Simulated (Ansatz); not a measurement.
| atom | x (Å) | y (Å) | z (Å) |
| --- | --- | --- | --- |
| Si | -0.3160 | 0.4384 | 2.4059 |
| C | -0.0662 | 0.1160 | 0.5839 |
| C | 0.8804 | -0.8105 | 0.1433 |
| C | 1.0474 | -1.0732 | -1.2078 |
| C | 0.2686 | -0.4094 | -2.1441 |
| C | -0.6743 | 0.5176 | -1.7254 |
| C | -0.8377 | 0.7770 | -0.3733 |
| H | -0.7756 | 1.8376 | 2.6132 |
| H | 0.9598 | 0.2178 | 3.1374 |
| H | -1.3420 | -0.4745 | 2.9803 |
| H | 1.5017 | -1.3332 | 0.8641 |
| H | 1.7890 | -1.7949 | -1.5312 |
| H | 0.3996 | -0.6117 | -3.2011 |
| H | -1.2816 | 1.0422 | -2.4545 |
| H | -1.5752 | 1.5101 | -0.0612 |

Geometry: PBE0-D4/def2-TZVP.

All numbers below come from RKS PBE0-D4/def2-TZVPP (Ansatz).

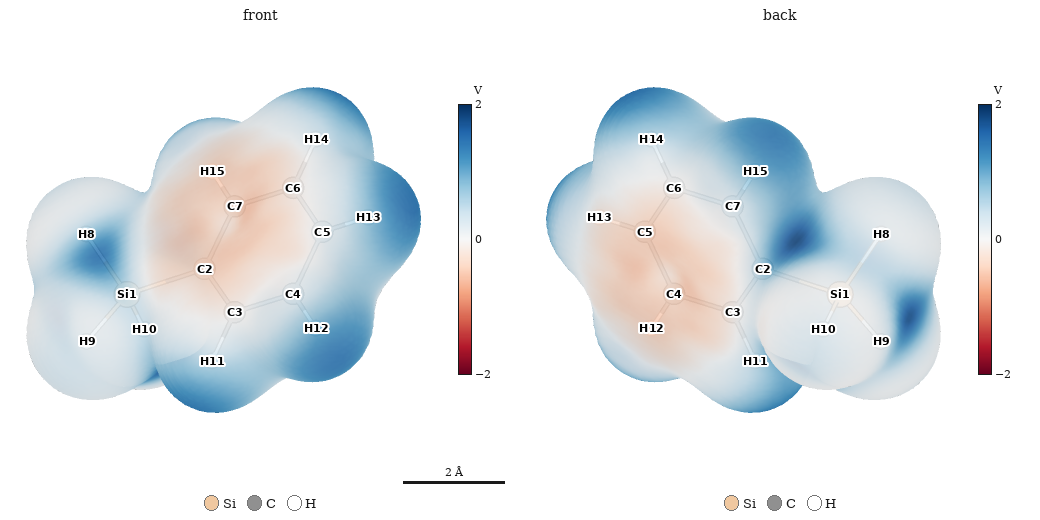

C6H8Si (SMILES [SiH3]c1ccccc1). The molecular electrostatic potential painted on the density surface at 0.004 e/bohr³, seen from the front and from behind; the colour scale runs from red (negative) to blue (positive).

Q: Where is the surface potential most negative and most positive?

A: The most negative region (about −0.5 V, or −12 kcal/mol for a unit charge) lies over the π face of the C atoms, the most positive (about +1.7 V, or +39 kcal/mol for a unit charge) over Si1.
